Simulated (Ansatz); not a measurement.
System: PdPt₂S₆.

```xyz
9
Lattice="6.1846 0.0000 0.0000 -3.0923 5.3560 0.0000 0.0000 0.0000 6.3169" Properties=species:S:1:pos:R:3 pbc="T T T"
Pd    0.0000    0.0000    0.0000
Pt    3.0923    1.7853    0.0000
Pt    0.0000    3.5707    0.0000
S    -1.0321    1.7876    1.2312
S     2.0602    3.5684    1.2312
S     2.0642    0.0000    1.2312
S     1.0321    1.7876    5.0857
S    -2.0602    3.5684    5.0857
S     4.1204    0.0000    5.0857
```

Space group P-31m; a structure generated by program, which may or may not match a known phase; not relaxed (largest force 0.4 eV/Å); computed pressure about −4 GPa in this cell.

Theory: DFT PBEsol, scalar-relativistic, plane waves, PAW (Ansatz 0.2.0).

Q: What can the converged valence pseudo-density and electron localisation function tell about the bonding?

A: Pd–S (2.40 Å): ρ at the midpoint is about 0.58 e/Å³; the ELF peaks at about 0.90 in the valence shell of S, 0.8 Å from its nucleus, and is about 0.45 at the midpoint.
Bader's partition of the density gives Pd +0.48, Pt +0.43 and S −0.22 e.

Q: What Bader charges does the calculation give?

A: Electrons move from Pd and Pt towards S. Bader charges: Pd +0.48, Pt +0.43 and S −0.22 e.

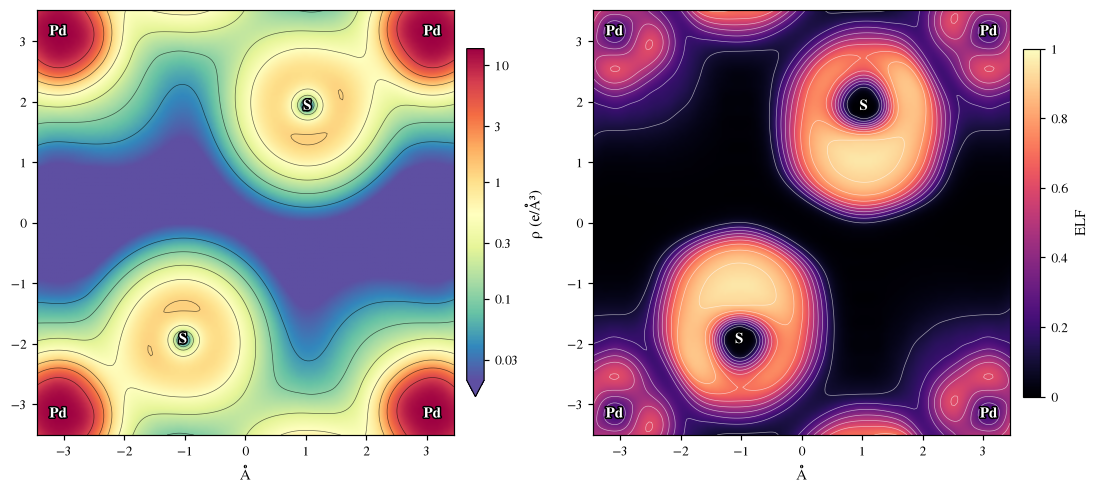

Computed valence pseudo-density and electron localisation function on the (010) plane of the conventional cell, in this order. 

The density is the valence pseudo-density of a PAW calculation; it isn't the true density close to the nuclei.
